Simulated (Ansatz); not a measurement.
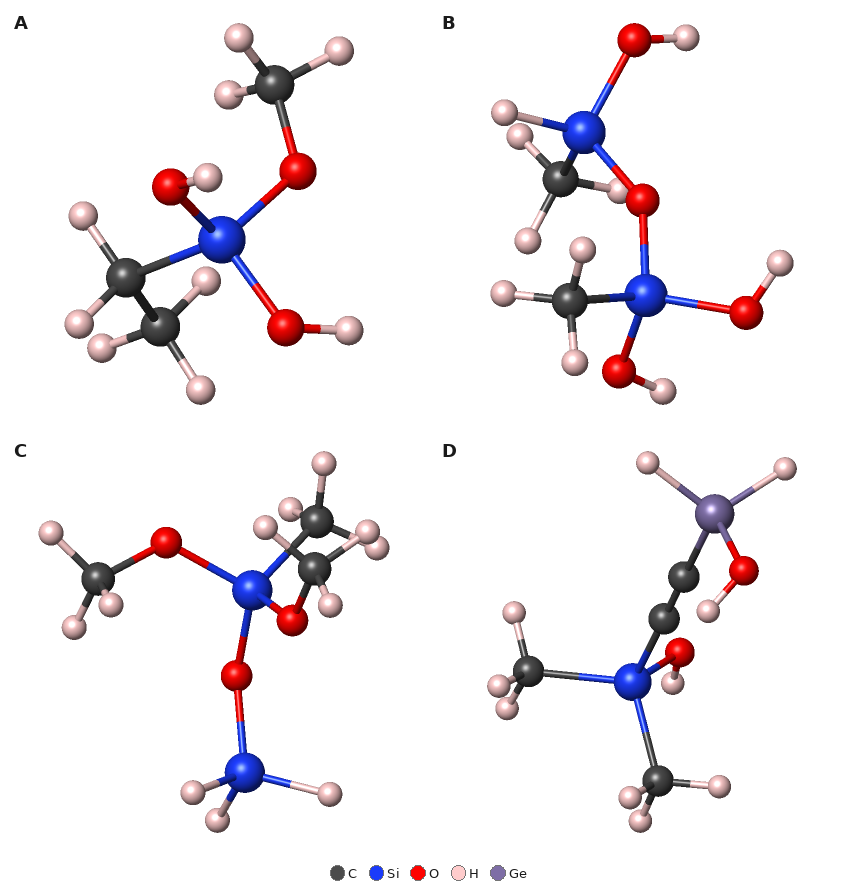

Figure made from data computed with Ansatz.

**Which panel belongs to which SMILES?**
(1) C[Si](C)(O)C#[C][GeH2][OH]
(2) CC[Si](O)(O)OC
(3) CO[Si](C)(OC)O[SiH3]
(4) C[Si@H](O)O[Si](C)(O)O

A is (2), B is (4), C is (3), D is (1).
